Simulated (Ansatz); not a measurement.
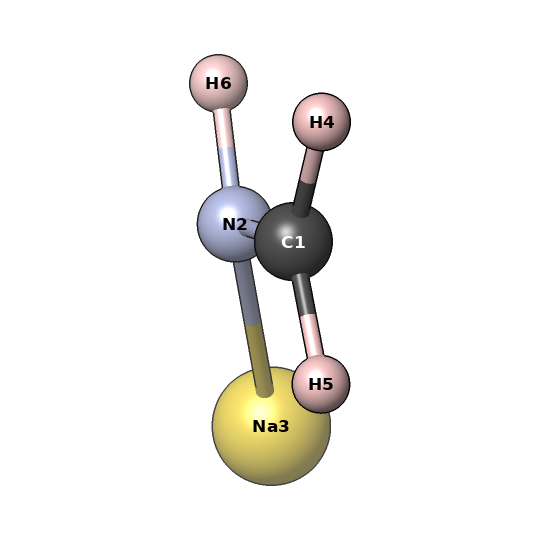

N2 lies behind C1. The molecule seen a little off the C1–N2 bond, C1 in front. Distant atoms are faded towards the background colour. The species is neutral and a spin doublet. The geometry was computed by an optimisation with PBE-D4/def2-SVP. No frequency run is at hand to confirm it as a minimum.

**What is the torsion angle H4–C1–N2–Na3? The sign is positive where the front bond must turn clockwise to cover the back bond.**

154°, antiperiplanar (anti).
